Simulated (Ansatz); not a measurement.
**Response to strain in PtSe2**

Consider PtSe2 in the CdI2 type structure (space group P-3m1, No. 164; a = 3.772 Å, c = 4.821 Å; layered; relaxed with 0.1 eV smearing). Axes: x lies along a and z along c of the hexagonal cell.

Strains are applied to the cell and any free atomic positions relax; under biaxial strain the out-of-plane vector relaxes too.

Calculations: PBE-D3(BJ) (Ansatz, a quantum-chemistry and plane-wave program; PAW; 420 eV plane waves; no SOC).

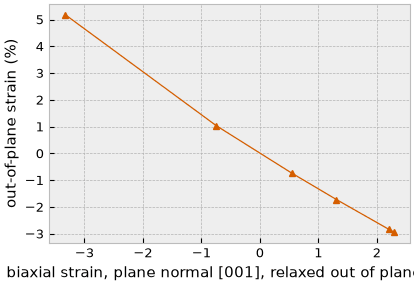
Out-of-plane strain against biaxial strain, plane normal [001], relaxed out of plane

```tsv
biaxial strain, plane normal [001], relaxed out of plane (%)	out-of-plane strain
-3.33	+5.19 %
-0.74	+1.03 %
0.55	-0.74 %
1.31	-1.72 %
2.21	-2.84 %
2.29	-2.94 %
```

Whether these cells are dynamically stable was not tested. All final runs are without spin polarisation.
